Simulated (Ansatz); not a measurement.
**CH₅FO₂Zr: small, medium and large basis sets**

Aim: see how fast density functionals converge with the basis set for CH₅FO₂Zr.

Program: Ansatz 0.2.0, Gaussian basis. Level of theory: one geometry, several basis sets. These are calculated values, not measurements.

The runs, in order: PBE0-D4/def2-SVP; ωB97M-V/def2-SVP; PBE0-D4/def2-QZVPP; ωB97M-V/def2-QZVPP; the functionals' def2-TZVPP values are taken from earlier runs.

1 further run of the same task is left out (for a known fault of the program). Runs told in other sessions of the task aren't counted.

## (1) The geometry

An earlier PBE0-D4 in a triple-zeta def2 set relaxation fixed the geometry. Zr takes the def2 core potential; no spin-orbit term is included.

SMILES `[CH3][Zr]([OH])([OH])[F]`, 10 atoms, charge 0, spin multiplicity 1.

Atoms are counted from 1 here; the program's logs count them from 0.

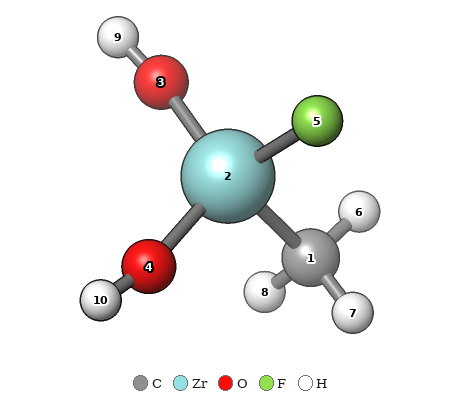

The structure; carbon grey, zirconium light teal, oxygen red, fluorine green, hydrogen white; atoms are numbered from 1 in the order of the file.

## (2) PBE0-D4 in def2-SVP

in.yaml reads:

```yaml
crystal:
  periodic: [false, false, false]
  atoms:
    - {symbol: C, position_ang: [-1.449159, -0.494641, -0.413126]}
    - {symbol: Zr, position_ang: [0.407394, 0.534342, 0.251683]}
    - {symbol: O, position_ang: [1.058324, -0.483477, 1.738106]}
    - {symbol: O, position_ang: [1.567118, 0.543386, -1.272622]}
    - {symbol: F, position_ang: [-0.102057, 2.308058, 0.770840]}
    - {symbol: H, position_ang: [-2.186057, -0.537485, 0.396988]}
    - {symbol: H, position_ang: [-1.908930, 0.030806, -1.257925]}
    - {symbol: H, position_ang: [-1.245036, -1.522555, -0.732111]}
    - {symbol: H, position_ang: [1.567840, -0.925953, 2.409989]}
    - {symbol: H, position_ang: [2.290563, 0.547500, -1.891811]}
basis:
  gaussian: {orbitals: def2-SVP}
hamiltonian: {xc: pbe0, dispersion: d4}
output: {orbitals: {seedname: orbitals}}
```

Launch:

```sh
$ ansatz run in.yaml --threads 4 --pin off --events-out ev --progress --plain --max-ram 10444MiB
```

Further steps of the session: ωB97M-V in def2-SVP; PBE0-D4 in def2-QZVPP; ωB97M-V in def2-QZVPP.

Q: Predict the results of all the runs planned. Wanted: PBE0-D4: double and triple zeta above quadruple; ωB97M-V: double and triple zeta above quadruple.

The runs gave:

| quantity | value |
| --- | --- |
| PBE0-D4: double and triple zeta above quadruple | 10.52, 0.54 eV |
| ωB97M-V: double and triple zeta above quadruple | 10.77, 0.52 eV |

PBE0-D4 gains 9.97 eV from double to triple zeta, then 0.54 eV more. Total energies overstate the basis error of differences, where much of it tends to cancel. The LUMO of ωB97M-V is positive and keeps falling with the basis (0.91 to 0.40 eV): an unbound level that the basis holds in place.
